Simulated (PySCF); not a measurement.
**RuH4: triplet, from a PBE0 minimum start**

Aim: relax RuH4 as a triplet from a PBE0 minimum start, check by its vibrations whether the end is a minimum, and collect its spectrum and constants.

Program: PySCF 2.14.0. Level of theory: PBE0, basis Ru def2-TZVP with ECP28, H def2-TZVP, scalar-relativistic core potentials, no spin–orbit coupling, density fitting. These are calculated values, not measurements.

**1. Starting geometry**

5 atoms, charge 0, spin multiplicity 3.

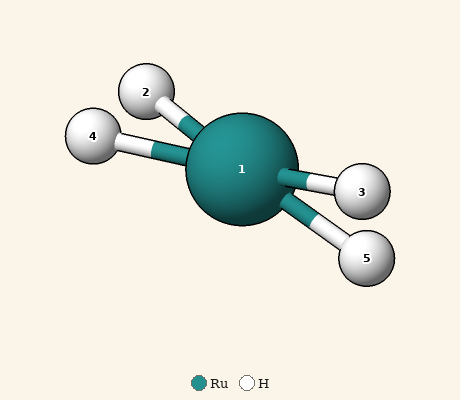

Start geometry, drawn with ruthenium teal, hydrogen white; atoms are numbered from 1 in the order of the file.

Coordinates in bohr (charge 0 multiplicity 3):
```
Ru    0.0000    0.0000    0.0000
H     2.6205    1.7643    0.6047
H    -2.6200   -1.7649    0.6052
H     1.7645    2.6205   -0.6045
H    -1.7650   -2.6199   -0.6055
```

**2. Finding the electronic state**

One driver script runs all steps and calls PySCF; scf.py shows how it sets up the SCF of each step. The optimiser is the driver's own. After this first run the driver tries any further starts and a stability analysis.

File scf.py:

```python
from pyscf import gto, scf, dft
mol = gto.M(atom='''
Ru     0.000000    -0.000000     0.000000
H      1.386710     0.933642     0.320004
H     -1.386452    -0.933932     0.320275
H      0.933716     1.386687    -0.319887
H     -0.933974    -1.386397    -0.320392''',
    basis={'Ru': 'def2-TZVP', 'H': 'def2-TZVP'},
    ecp={'Ru': 'def2-TZVP'},
    charge=0, spin=2)
mf = dft.UKS(mol, xc='PBE0')
mf.grids.atom_grid = (50, 194)
aux = {'Ru': 'def2-universal-JKFIT', 'H': 'def2-universal-JKFIT'}
mf = mf.density_fit(auxbasis=aux)
mf.conv_tol = 1e-08
mf.diis_space = 10
mf.max_cycle = 60
mf.init_guess = 'minao'
mf.verbose = 4
mf.kernel()
```

Run with:

```bash
OMP_NUM_THREADS=2 python axn.py task.json out
```

Further steps of the session: Relaxation: PBE0 minimum start, triplet; Is it a minimum? Harmonic modes.

Q: Predict the outcome of this session. Wanted: minimum; geometry; wavenumbers; dipole moment; highest occupied, lowest empty level; polar-tensor charge of Ru1; zero-point energy; atomisation energy; ⟨S²⟩.

As calculated:

| quantity | value |
| --- | --- |
| minimum | triplet, D2d |
| geometry | H–H 0.906 Å (×2), Ru–H 1.702 Å (×4); H–H–Ru 74.6° (×4), H–Ru–H 30.9° (×2), H–Ru–H 158.3° (×4) |
| wavenumbers (cm⁻¹) | 499 (e), 914 (b1), 921 (b2), 1282 (a1), 1842 (e), 2469 (a1), 2556 (b2) |
| dipole moment | 0.00 D |
| highest occupied, lowest empty level (either spin) | -5.04, -2.06 eV |
| polar-tensor charge of Ru1 | -0.25 e |
| zero-point energy | 76.7 kJ/mol |
| entropy at 298.15 K | 239.2 J/(mol K) |
| atomisation energy (no zero-point energy) | 1030 kJ/mol |
| ⟨S²⟩ | 2.007 |

The molecule stays D2d, as typed, and the end point is a minimum. The strongest infrared band lies at 921 cm⁻¹ (b2). Most of the spin sits on Ru1 (Mulliken spin 2.06, against 2 for the whole molecule). Only this shape and spin were tried, so other structures or states may lie lower. One determinant may miss the lowest occupation of an open d or f shell.
